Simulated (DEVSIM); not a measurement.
System: GaP/Si p-n heterojunction, at 300 K.

```
layer (left to right)  material  thickness (μm)  Nd (cm⁻³)  Na (cm⁻³)  τn (s)  τp (s)
---------------------  --------  --------------  ---------  ---------  ------  ------
1                           GaP          0.0650          -     6.8e16    4e-8    4e-7
2                            Si            2.50     1.3e18          -    4e-7    4e-7
```

Left contact: ohmic. Right contact: ohmic. Voltage is applied to the left contact. Recombination: SRH at mid-gap. Mobility is μmin + (μ − μmin)/(1 + (N/Nref)^α).

The device is made up for the run: typed textbook-type constants, with dimensions and the other settings drawn at random. Values at 300 K.

| parameter | GaP | Si |
|---|---|---|
| gap (eV) | 2.26 | 1.124 |
| affinity (eV) | 3.8 | 4.05 |
| permittivity | 11.1 | 11.7 |
| Nc (cm⁻³) | 1.8e19 | 2.86e19 |
| Nv (cm⁻³) | 1.9e19 | 3.1e19 |
| μn (cm²/Vs) | 250 | 1417 |
| μp (cm²/Vs) | 150 | 470 |
| μn,min | 10 | 52 |
| μp,min | 10 | 45 |
| Nref,n | 4.4e18 | 9.7e16 |
| Nref,p | 1e18 | 2.2e17 |
| αn | 0.8 | 0.68 |
| αp | 0.85 | 0.72 |

Simulated with DEVSIM: 1D drift-diffusion, Boltzmann statistics, complete ionisation; no tunnelling, impact ionisation, image-force lowering or self-heating. Band offsets follow the typed affinities; no thermionic-emission limit at abrupt steps, no polarisation charge.

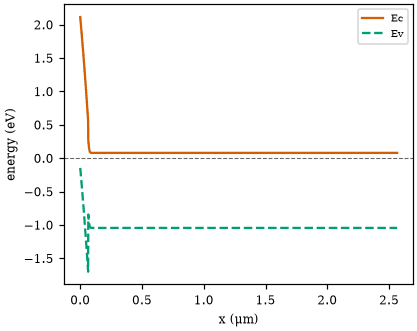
Figure. Band edges at zero bias

Energies count from the Fermi level of the right contact; mesh points crowd at the junctions.

| x (μm) | Ec (eV) | Ev (eV) | n (cm⁻³) | p (cm⁻³) | field (V/cm) |
|---|---|---|---|---|---|
| 0.000 | 2.114 | -0.146 | < 1e2 | 6.8e16 | -210000 |
| 0.004551 | 2.019 | -0.241 | < 1e2 | 1.7e15 | -210000 |
| 0.01275 | 1.841 | -0.420 | < 1e2 | 1.7e12 | -220000 |
| 0.02640 | 1.527 | -0.733 | < 1e2 | 9400000 | -240000 |
| 0.04949 | 0.951 | -1.309 | 1900 | < 1e2 | -260000 |
| 0.05892 | 0.699 | -1.561 | 3.3e7 | < 1e2 | -270000 |
| 0.06392 | 0.561 | -1.699 | 6.8e9 | < 1e2 | -280000 |
| 0.06980 | 0.176 | -0.948 | 3.1e16 | 3700 | -170000 |
| 0.07862 | 0.094 | -1.030 | 7.6e17 | 150 | -36000 |
| 0.09699 | 0.080 | -1.044 | 1.3e18 | < 1e2 | -260 |
| 0.1337 | 0.080 | -1.044 | 1.3e18 | < 1e2 | ≈ 0 |
| 0.2399 | 0.080 | -1.044 | 1.3e18 | < 1e2 | ≈ 0 |
| 0.4190 | 0.080 | -1.044 | 1.3e18 | < 1e2 | ≈ 0 |
| 0.7764 | 0.080 | -1.044 | 1.3e18 | < 1e2 | ≈ 0 |
| 1.663 | 0.080 | -1.044 | 1.3e18 | < 1e2 | ≈ 0 |
| 2.116 | 0.080 | -1.044 | 1.3e18 | < 1e2 | ≈ 0 |
| 2.342 | 0.080 | -1.044 | 1.3e18 | < 1e2 | ≈ 0 |
| 2.456 | 0.080 | -1.044 | 1.3e18 | < 1e2 | ≈ 0 |
| 2.523 | 0.080 | -1.044 | 1.3e18 | < 1e2 | ≈ 0 |
| 2.546 | 0.080 | -1.044 | 1.3e18 | < 1e2 | ≈ 0 |
| 2.558 | 0.080 | -1.044 | 1.3e18 | < 1e2 | ≈ 0 |
| 2.565 | 0.080 | -1.044 | 1.3e18 | < 1e2 | ≈ 0 |
